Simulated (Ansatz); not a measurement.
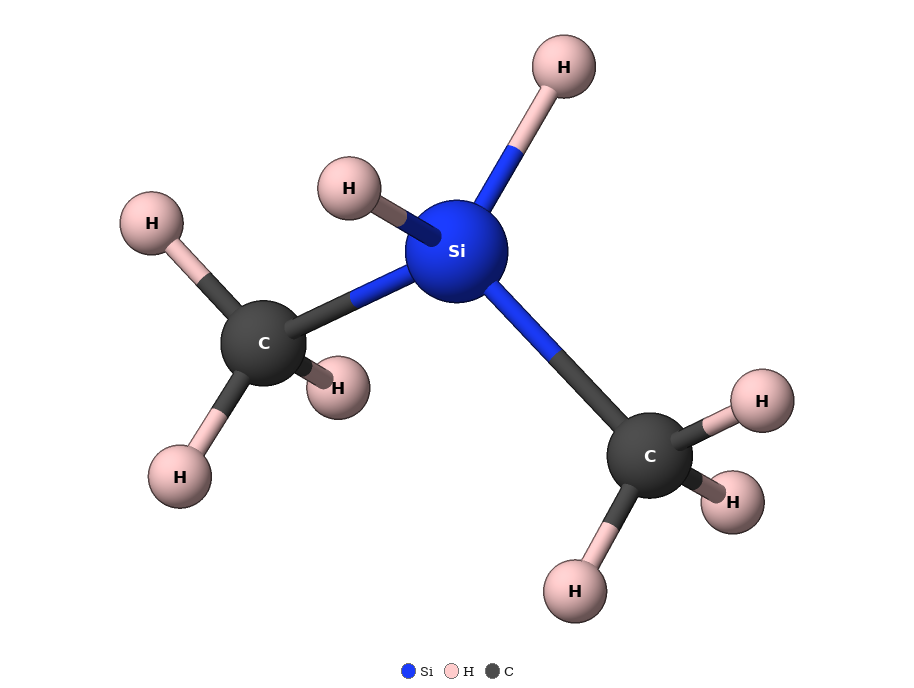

Harmonic vibrations computed with RKS PBE0-D4/def2-TZVP (Ansatz 0.2.0) at a stationary point of the same level.

How many imaginary frequencies does it have?

A minimum: no imaginary frequency, and the lowest mode lies at 155 cm⁻¹.

How many vibrational modes are there, and where do they lie?

27 modes: 155, 172, 207, 461, 578, 637, 662, 734, 856, 877, 888, 920, 957, 1274, 1280, 1445, 1448, 1455, 1459, 2198, 2201, 3050, 3050, 3132, 3133, 3137, 3137 cm⁻¹.
